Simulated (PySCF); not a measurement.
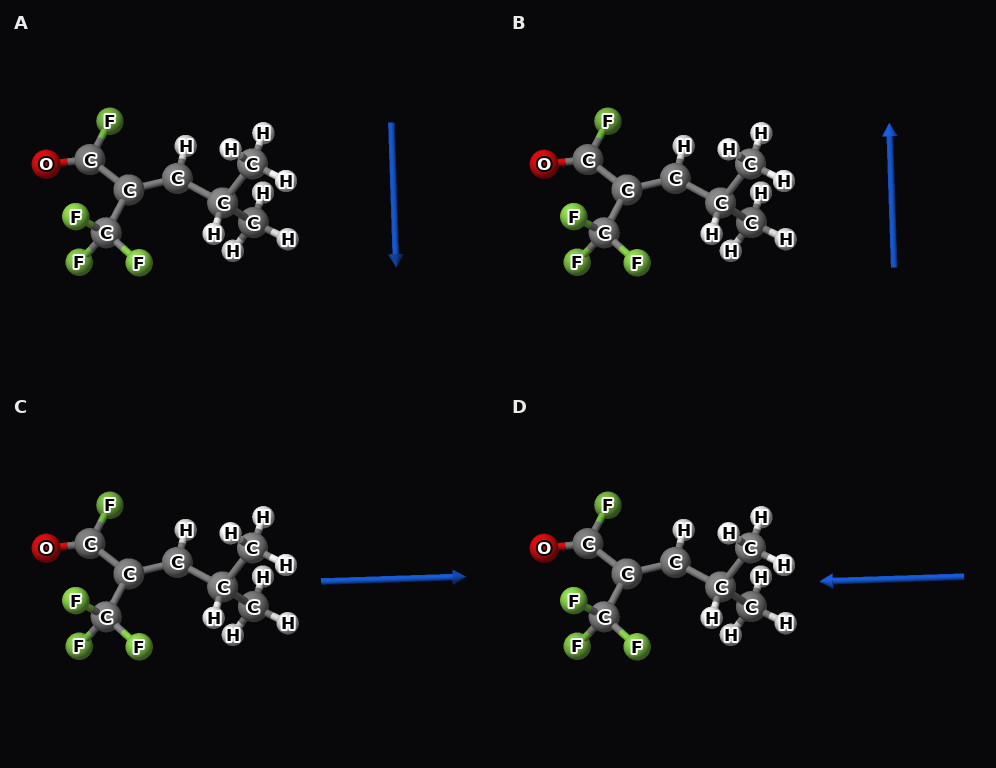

The same molecule four times, each with an arrow. Computed geometry: GFN2-xTB optimisation. No frequency run is at hand to confirm it as a minimum. Level of theory: PBE0/pcSseg-1, gas phase (PySCF 2.14.0).

Which arrow points along the dipole moment, from the negative to the positive end?

Answer. C. The dipole moment is 5.21 D.
